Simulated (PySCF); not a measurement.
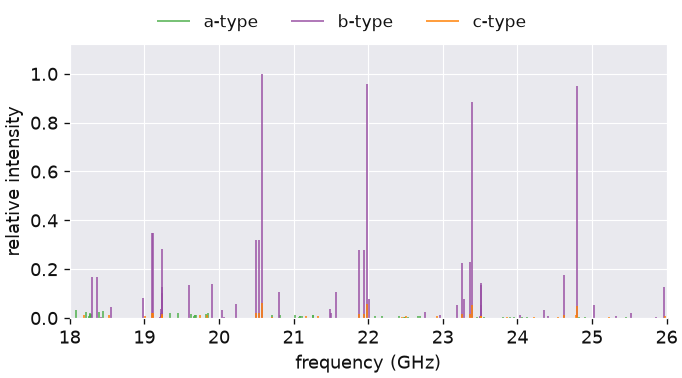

C₆H₁₄O₂Si, SMILES CC(C)(C)CC(=O)O[SiH3]. Simulated rotational absorption lines between 18 and 26 GHz at 1.5 K: rigid rotor with the equilibrium constants and dipole of one optimised conformer (PBE0-D3(BJ)/def2-SVP, PySCF 2.14.0), commonest isotopes; no centrifugal distortion, hyperfine structure, internal rotation or nuclear-spin weights; lines within 1 MHz of each other are summed. Lines of different type are drawn apart.

**What are the rotational constants, and what kind of rotor is it?**

Rotational constants A, B, C = 2.840, 0.7213, 0.6828 GHz; Ray's κ = −0.96, a near-prolate asymmetric top.

**Which dipole components drive the lines?**

|μa|, |μb|, |μc| = 0.71, 1.33, 0.32 D; b-type lines carry 90 % of the intensity in this range.

Note: coarse grid, loose stop and no frequency check, small forces are noise and the end may be a saddle.
